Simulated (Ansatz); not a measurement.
# Al₂H₂ (singlet): inputs that go wrong at angle Al2–Al1–H3 = 161.9°

3 inputs are run for Al₂H₂ (singlet) as typed; the log has to tell whether the result can be used and what must change.

Computed with Ansatz 0.2.0, Gaussian basis. Level: the settings change from run to run.

11 further runs of the same task are left out: 2 for a mislabelled method, 7 that didn't finish, 2 set aside as unsound or not needed.

### Step 1. The system

The geometry derives from a PBE0/def2-TZVP stationary point (not a proven minimum). One angle is set to the value named; bond lengths are kept.

4 atoms, charge 0, spin multiplicity 1.

Atoms are counted from 1 here; the program's logs count them from 0.

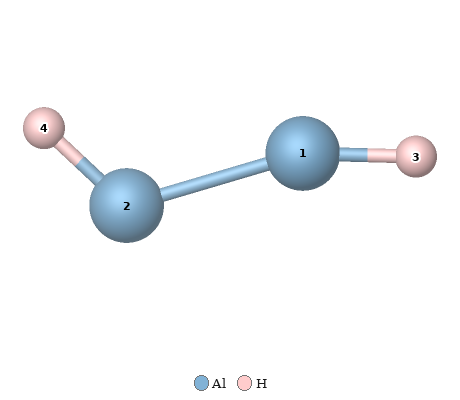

The geometry (aluminium light blue, hydrogen pink); atoms are numbered from 1 in the order of the file.

### Step 2. Input 1

Contents of in.yaml:

```yaml
crystal:
  periodic: [false, false, false]
  atoms:
    - {symbol: Al, position_ang: [0.000000, 0.334619, 1.260744]}
    - {symbol: Al, position_ang: [0.000000, -0.309653, -1.293996]}
    - {symbol: H, position_ang: [0.000000, 1.200452, 2.632789]}
    - {symbol: H, position_ang: [0.000000, -1.868774, -1.742677]}
basis:
  gaussian: {orbitals: def2-mTZVP}
correlation: {active_space: {window: {electrons: 2, orbitals: 2}, places: [1, 2]}}
scf: {lower_state_search: light}
```

The run is started by

```console
ansatz run in.yaml --threads 1 --pin off --events-out ev --progress --plain --max-ram 2393MiB
```

Output:

```text
Error: invalid value for `correlation.active_space`: name one of window, places and ras
```

It took 0.03 s on 1 thread of Arm Neoverse V1, shared host.

What is wrong: The run was refused. The active space is defined twice. To mend it, keep one definition.

### Step 3. Input 2

Contents of in.yaml:

```yaml
crystal:
  periodic: [false, false, false]
  atoms:
    - {symbol: Al, position_ang: [0.000000, 0.334619, 1.260744]}
    - {symbol: Al, position_ang: [0.000000, -0.309653, -1.293996]}
    - {symbol: H, position_ang: [0.000000, 1.200452, 2.632789]}
    - {symbol: H, position_ang: [0.000000, -1.868774, -1.742677]}
basis:
  gaussian: {orbitals: 6-31G}
magnetization: {spin_polarized: true, initial_magnetization: 0}
correlation: {method: ccsd_t, electrons: all}
accuracy: high
frozen_core: true
```

The command is unchanged.

Output:

```text
Error: YAML parse error: error: line 13 column 1: unknown field `frozen_core`, expected one of crystal, accuracy, basis, kpoints, hamiltonian, magnetization, projection, total_charge, correlation, batch, efield, external_charges, scf, relax, neb, saddle, md, ramp, phonons, dielectric, real_time, elastic, magnetic_configurations, gw, evaluate, workflow, output, checkpoint, execution
  --> <input>:13:1
   |
11 | correlation: {method: ccsd_t, electrons: all}
12 | accuracy: high
13 | frozen_core: true
   | ^ unknown field `frozen_core`, expected one of crystal, accuracy, basis, kpoints, hamiltonian, magnetization, projection, total_charge, correlation, batch, efield, external_charges, scf, relax, neb, saddle, md, ramp, phonons, dielectric, real_time, elastic, magnetic_configurations, gw, evaluate, workflow, output, checkpoint, execution
```

Run time: 0.03 s. Hardware: 1 thread of Arm Neoverse V1, shared host.

What is wrong: The run was refused. The input holds a key that the program doesn't read here. Cure: remove it or spell it as the reference does.

### Step 4. Input 3

Contents of in.yaml:

```yaml
crystal:
  periodic: [false, false, false]
  atoms:
    - {symbol: Al, position_ang: [0.000000, 0.177080, 0.667186]}
    - {symbol: Al, position_ang: [0.000000, -0.163868, -0.684783]}
    - {symbol: H, position_ang: [0.000000, 0.635279, 1.393272]}
    - {symbol: H, position_ang: [0.000000, -0.988955, -0.922225]}
basis:
  gaussian: {orbitals: 6-31G}
correlation: {method: fic_nevpt4_sd, electrons: valence, active_space: {window: {electrons: 6, orbitals: 4}}}
```

The command is unchanged.

Output, cut to the lines that bear on the results:

```text
Functional definition: HF
  name "HF"
  cite "Fock, Z. Phys. 61, 126 (1930) doi:10.1007/BF01340294"
  parent pbe
[...]
344 factors; integrals over basis functions are off by at most 1.7e-4 eV
[...]
mean field -13152.16099190 eV, -483.3330015974 hartree, gradient 1.5e-6 eV, S^2 0.000000; 6 other end points of the search recorded, 0 dependent functions left out; unrestricted orbitals would lower it
reference -13152.16099190 eV, -483.3330015974 hartree; 14, 14 occupied and 16, 16 virtual orbitals, 344 factors
state -13152.62130435 eV, -483.3499177678 hartree
state -13152.62130435 eV, -483.3499177678 hartree; corrected -13154.39777407 eV, -483.4152018262 hartree
state -13152.47714830 eV, -483.3446201309 hartree
state -13152.47714830 eV, -483.3446201309 hartree; corrected -13154.44177930 eV, -483.4168189884 hartree
state -13152.47714830 eV, -483.3446201309 hartree; corrected -13154.44177930 eV, -483.4168189884 hartree
the orbitals are reached from a further start. From the first start the search ends at -13152.62111998 eV, -483.3499109926 hartree
WARN: the results are in doubt because another end's mean lies 0.144 eV lower, and its corrected mean 0.044 eV higher
Total energy: -13154.44177930 eV, -483.4168189884 hartree
In doubt: another end's mean lies 0.144 eV lower, and its corrected mean 0.044 eV higher
```

It took 1.2 s on 1 thread of Arm Neoverse V1, shared host.

Diagnosis: The run converged, which proves nothing about the input. The coordinates are scaled by the bohr-ångström factor. The shortest distance is 0.86 Å, against 1.62 Å in the geometry of step 1. Its energy belongs to another geometry. To mend it, restore the coordinates in ångström.

### Step 5. How the runs ended

```tsv
input	level	ended	cause	time
1	CASSCF(2,2)/def2-mTZVP	refused	the active space is defined twice	0.03 s
2	CCSD(T) on UHF/6-31G	refused	the input holds a key that the program doesn't read here	0.03 s
3	NEVPT4(SD)(6,4)/6-31G	converged	the coordinates are scaled by the bohr-ångström factor	1.2 s
```

2 refused, 1 converged. The input that converges on a wrong geometry or spin is the dangerous one: no error points at it, so geometry and ⟨S²⟩ have to be checked.
